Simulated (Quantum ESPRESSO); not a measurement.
**Effort and miss along a sweep of conv_thr: MgZn5N4 (Pmmn, 20 atoms in the cell)**

Cell: a = 6.7917 Å, b = 7.5271 Å, c = 5.0690 Å, α = 90.00°, β = 90.00°, γ = 90.00°.

Level of theory: LDA (PZ), GBRV 1.5 ultrasoft (LDA) pseudopotentials (plane waves; Quantum ESPRESSO).

Base settings: ecutwfc = 50 Ry; ecutrho = 250 Ry; occupations = smearing; smearing = cold; degauss = 0.0073499 Ry; potentials = {Mg: mg_lda_v1.4.uspp.F.UPF, Zn: zn_lda_v1.uspp.F.UPF, N: n_lda_v1.2.uspp.F.UPF}; K_POINTS = automatic 2 2 3 0 0 0; conv_thr = 1e-10 Ry; mixing_beta = 0.3.

Misses are taken against the tightest run, 7.3e-12 Ry, which need not be fully converged itself.

The count of work is k-points × plane waves × bands × iterations; it is no time, and leaves out set-up, grids and terms that scale otherwise. Core times come from one kind of shared machine and are given to one figure; runs under 30 s give none.

The starting cell comes from a database of computed structures (which also holds hypothetical and non-ambient phases and stackings), without a prior relaxation at this level. Its lattice was rescaled by a random factor within 2.5 % of one. In the base run, with a pressure of about -16 GPa the cell is away from its equilibrium volume at this level. The run gives no clean gap (levels at the Fermi energy touch, overlap or are partly filled at this smearing), which alone does not show that the compound is a metal. Without a gap this mesh is coarse (it stands for a supercell whose shortest vector is 14 Å).

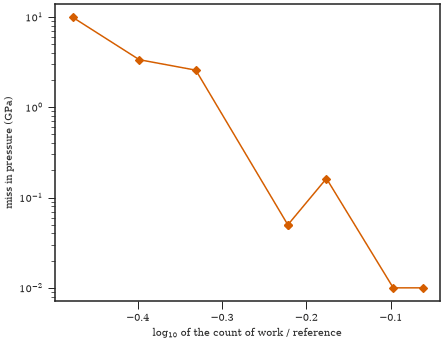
Miss against the count of work; the reference run is not drawn, and misses under 0.01 GPa are drawn there.

```
conv_thr    pressure less reference (GPa)  largest difference in the force on any atom (eV/Å)  count of work / reference  core time / reference (rough)
----------  -----------------------------  --------------------------------------------------  -------------------------  -----------------------------
0.0073 Ry                            9.95                                               0.377                       0.33                            0.5
0.00073 Ry                           3.37                                               0.401                       0.40                            0.5
7.3e-05 Ry                          -2.58                                               0.103                       0.47                            0.4
7.3e-06 Ry                          -0.05                                               0.011                       0.60                            0.8
7.3e-07 Ry                          -0.05                                               0.011                       0.60                            0.6
7.3e-08 Ry                          -0.16                                               0.003                       0.67                            0.8
7.3e-10 Ry                           0.01                                               0.000                       0.80                            1.0
1e-10 Ry                             0.00                                               0.000                       0.87                              1
7.3e-12 Ry                           0.00                                               0.000                        1.0                              1
```

Coarsest setting among those run that, with all tighter ones, holds the pressure within 1 GPa of the reference: 7.3e-06 Ry, off by 0.050 GPa; its saving against the reference is no more than about a factor of 2 in the count of work.

Coarsest setting among those run that, with all tighter ones, holds the pressure within 0.1 GPa of the reference: 7.3e-10 Ry, off by 0.008 GPa; its saving against the reference is no more than about a factor of 2 in the count of work. The coarser 7.3e-06 Ry also lies inside, but a setting between leaves the range again, so that is luck.
